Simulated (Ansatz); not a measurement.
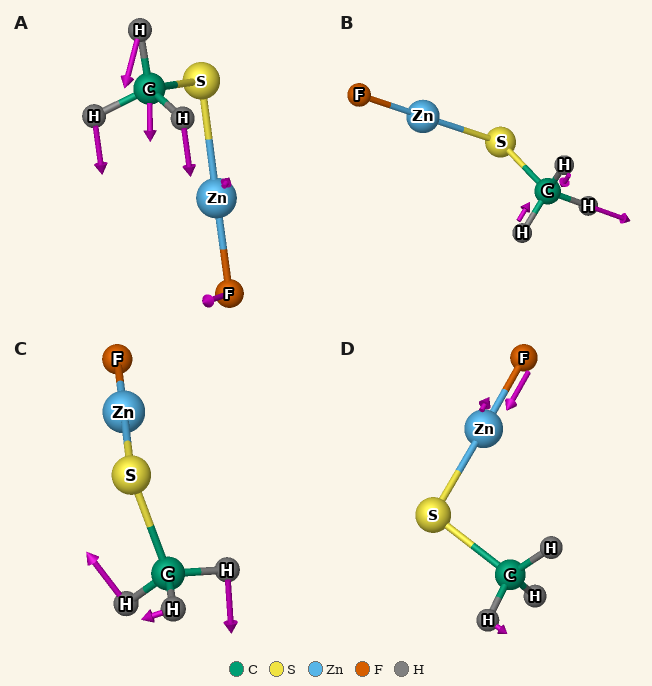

4 normal modes of one molecule or complex, as arrows. Harmonic vibrations computed with RKS PBE0-D4/def2-TZVP (Ansatz 0.2.0) at a stationary point of the same level.

Match the panels to the wavenumbers 95 cm⁻¹, 677 cm⁻¹, 965 cm⁻¹, 3159 cm⁻¹.

Answer. A: 95 cm⁻¹
B: 3159 cm⁻¹, out-of-phase stretching of 3 C–H bonds
C: 965 cm⁻¹, H–C–S bending
D: 677 cm⁻¹, Zn–F stretching
